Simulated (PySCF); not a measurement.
H2MgO (charge +2)

```tsv
atom	x (Å)	y (Å)	z (Å)
Mg	-0.2032	0.2512	-0.1338
O	-1.1100	-0.2997	-1.7237
H	-1.6358	0.2597	-2.3279
H	-1.1449	-1.2009	-2.0990
```

Geometry: PBE0-D3(BJ)/def2-TZVPD.

Computed with wB97M-D3(BJ)/def2-TZVPD, SCF density, gas phase (PySCF).

**Predict the electron density and electron localisation function between the atoms.**

Mg–O (1.91 Å): ρ is about 0.49 e/Å³ halfway; the ELF peaks at about 0.90 in the valence shell of O, 0.6 Å from its nucleus, and is about 0.35 at the midpoint: an ionic contact with no shared pair.
O–H (0.98 Å): ρ at the midpoint is about 3.8 e/Å³; the ELF climbs to about 1 towards the hydrogen, as it does in any bond to H: an ordinary covalent bond to hydrogen.

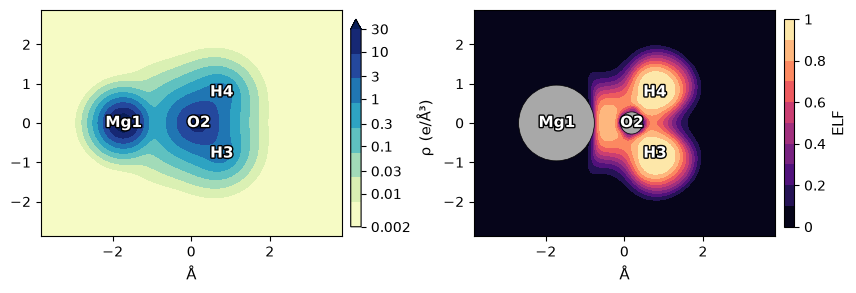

Computed electron density and electron localisation function on the molecular plane, in this order. Grey discs cover the atomic cores in the ELF map. 
